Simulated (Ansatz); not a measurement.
## HF: single-point calculation

System: HF.
Method: RKS PBE0-D4/def2-TZVPPD (Ansatz 0.2.0).

The geometry comes from this level: PBE0-D4/def2-TZVP.

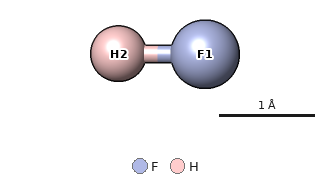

*The input geometry (ball-and-stick view, seen on its broad side; atoms are numbered from 1 in the order of the input).*

Bond lengths as drawn: F–H 0.92 Å.

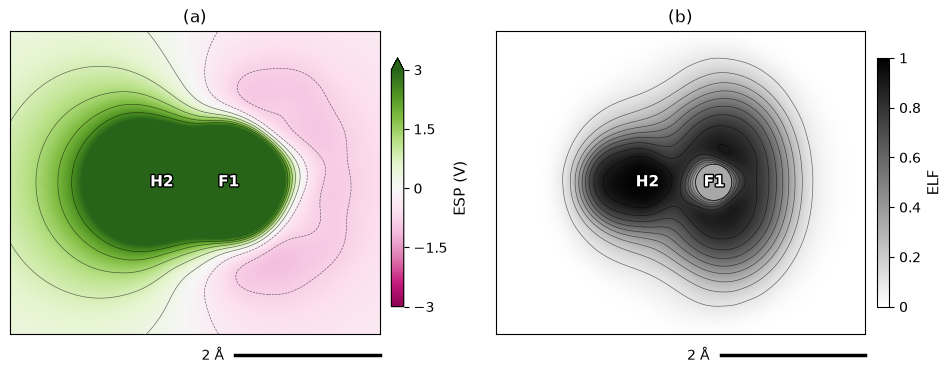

*(a) molecular electrostatic potential; (b) electron localisation function on a plane that holds the molecular axis. Grey discs, where drawn, cover atomic cores.*

The section cuts through F and H sites. F–H (0.92 Å): the ELF climbs to about 1 towards the hydrogen, as it does in any bond to H (a covalent bond by its length).

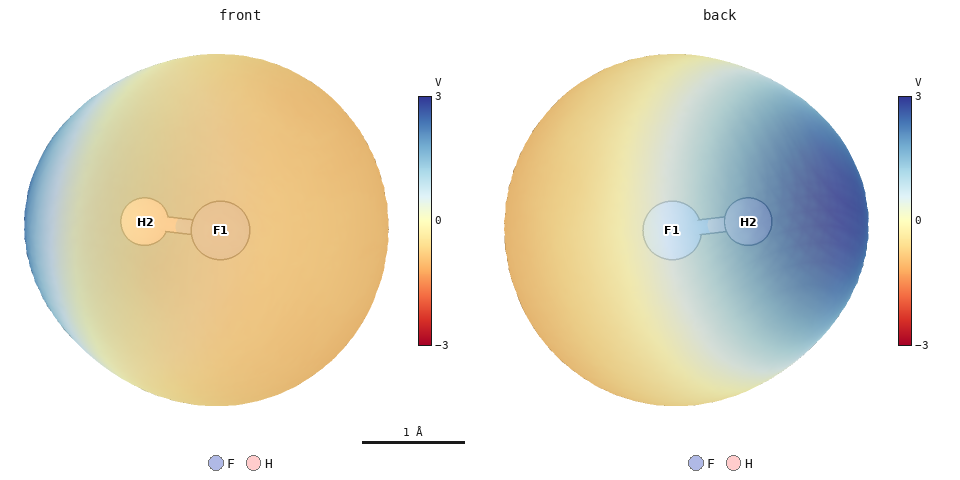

*The molecular electrostatic potential painted on the density surface at 0.001 e/bohr³, seen at a tilt and from behind; red is negative and blue positive.*

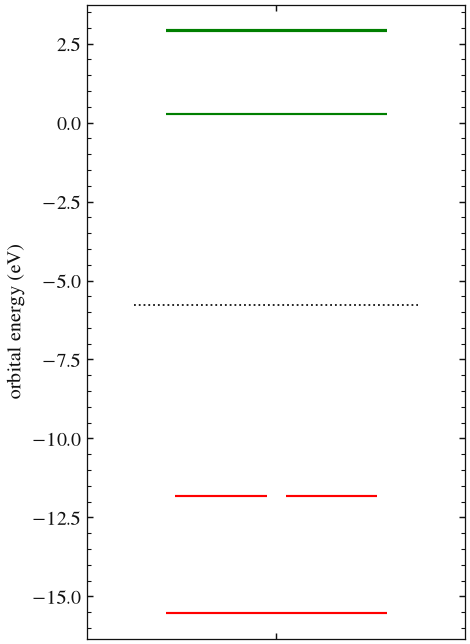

*Orbital energies near the frontier; the dotted line parts filled from empty levels, and levels within 0.02 eV of each other stand side by side.*

Highest filled −11.84 eV, lowest empty 0.29 eV, 12.13 eV apart.

These pictures come from the run below.

## Input file
```yaml
crystal:
  periodic: [false, false, false]
  atoms:
    - {symbol: F, position_ang: [-0.037960, -0.207298, -2.222708]}
    - {symbol: H, position_ang: [0.110349, 0.296623, -1.467380]}
basis:
  gaussian: {orbitals: "def2-TZVPPD.json"}
hamiltonian: {xc: pbe0, dispersion: d4}
output: {orbitals: {seedname: orbitals}}
```

Launched with:
```bash
ansatz run in.yaml --threads 2 --pin off --events-out ev --progress --plain --max-ram 5222MiB
```

## What the program printed
```
Functional definition: PBE0
  name "PBE0"
  cite "Adamo & Barone, J. Chem. Phys. 110, 6158 (1999) doi:10.1063/1.478522"
  cite "Perdew, Burke & Ernzerhof, Phys. Rev. Lett. 77, 3865 (1996) doi:10.1103/PhysRevLett.77.3865"
  parent pbe
  parameter a = 0.25
  parameter kappa = 0.804
  parameter beta = 0.06672455060314922
  exchange = (1 - a)*pbe_x(kappa = kappa, mu = beta*pi^2/3) + a*exact_x
  correlation = pbe_c(beta = beta)
256 factors; their error is unknown
mean field evaluation 1: about -2730.5267 eV, gradient 3.2e1 eV
mean field evaluation 2: about -2728.8041 eV, gradient 4.9e1 eV
mean field evaluation 4: about -2731.9118 eV, gradient 1.4e-1 eV
mean field evaluation 8: about -2731.9214 eV, gradient 9.0e-3 eV
mean field -2731.92136554 eV, -100.3962584208 hartree, gradient 2.9e-5 eV, S^2 0.000000; 0 other end points of the search recorded, 0 dependent functions left out
reference -2731.92139367 eV, -100.3962594545 hartree; 5, 5 occupied and 52, 52 virtual orbitals, 256 factors
Total energy: -2731.92290695 eV, -100.3963150667 hartree
```

## Summary

| quantity | value |
| --- | --- |
| outcome | converged |
| total energy | −2731.9229 eV |
| mean-field energy | −2731.9214 eV |
| dispersion energy | −0.0015 eV |
| SCF solution under orbital rotations | stable |
| HOMO | −11.84 eV |
| LUMO | 0.29 eV |
| hardware | 2 CPU threads, shared host |
| peak memory | 0.38 GiB |
